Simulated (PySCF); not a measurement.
**Frequency calculation, with input and output: WO2**

WO2, computed with RKS-based PBE0, W def2-TZVP with ECP60, O def2-TZVP; non-relativistic Hamiltonian with a scalar-relativistic core potential; density fitting (PySCF 2.14.0).

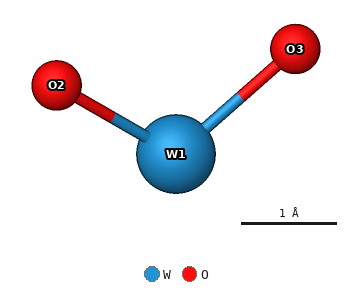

**Figure 1.** The input geometry (ball-and-stick view, seen at a tilt; atoms are numbered from 1 in the order of the input). Sticks mark near contacts. Bond lengths as drawn: O–W 1.68 Å.

Summary:

- outcome: converged
- total energy: −217.447001 hartree
- HOMO: −6.62 eV
- LUMO: −3.51 eV
- zero-point energy: 0.005766 hartree
- dipole moment: 3.55 D
- wavenumbers, lowest and highest: 382 and 1104 cm⁻¹
- hardware: 2 threads of Arm Neoverse V1, 112 GiB of memory available, shared host
- wall time: 24 s (CPU time 44 s)
- peak memory: 0.93 GiB

Input:
```python
from pyscf import gto, scf, dft
mol = gto.M(atom='''
W      0.000000     0.000000    -0.152659
O      1.323255     0.000000     0.877270
O     -1.323255     0.000000     0.877270''',
    basis={'W': 'def2-TZVP', 'O': 'def2-TZVP'},
    ecp={'W': 'def2-TZVP'},
    charge=0, spin=0)
mf = dft.RKS(mol, xc='PBE0')
mf.grids.atom_grid = (75, 302)
aux = {'W': 'def2-universal-JKFIT', 'O': 'def2-universal-JKFIT'}
mf = mf.density_fit(auxbasis=aux)
mf.conv_tol = 1e-09
mf.diis_space = 10
mf.max_cycle = 60
mf.verbose = 4
mf.kernel()
```

The script is an equivalent of the set-up of the self-consistent field. The run itself was carried out by a driver, which started from the orbitals of the step before it where there was one and computed the further properties.

Run as:
```bash
OMP_NUM_THREADS=2 python axn.py task.json out
```

Log:
```
init E= -217.447000797279
  HOMO = -0.243449161321841  LUMO = -0.129087487185574  gap/eV = 3.11194
cycle= 1 E= -217.447000797277  delta_E= 2.5e-12  |g|= 3.78e-06  |ddm|= 3.59e-06
  HOMO = -0.243449603211076  LUMO = -0.129087861351953  gap/eV = 3.11194
Extra cycle  E= -217.447000797249  delta_E= 2.76e-11  |g|= 1.28e-05  |ddm|= 9.29e-06
converged SCF energy = -217.447000797249
```

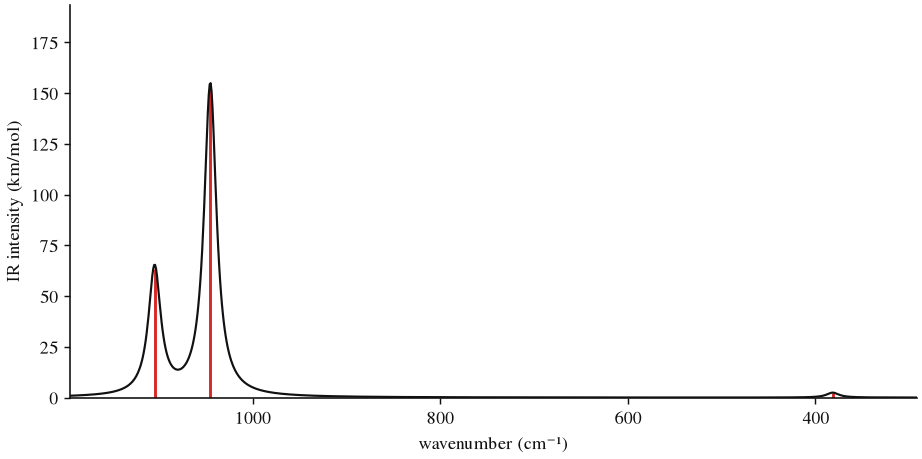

**Figure 2.** Harmonic infrared spectrum, unscaled: sticks (degenerate modes added up, dark ones marked on the axis) with a Lorentzian envelope of 16 cm⁻¹ full width, scaled to the tallest stick. 3 modes from 382 to 1104 cm⁻¹, none imaginary. The strongest line is at 1045 cm⁻¹ (155 km/mol). All modes, in cm⁻¹ (km/mol): 382 (2.4), 1045 (155), 1104 (63).

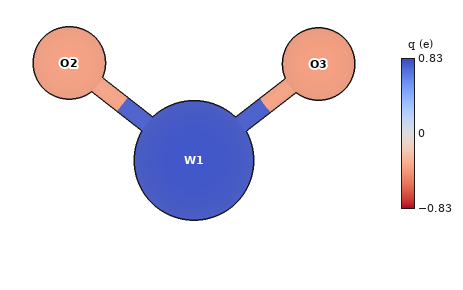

**Figure 3.** Mulliken charges, as the colour of each atom (ball-and-stick view, seen on its broad side; atoms are numbered from 1 in the order of the input). By element: W +0.79 and O −0.39 e.
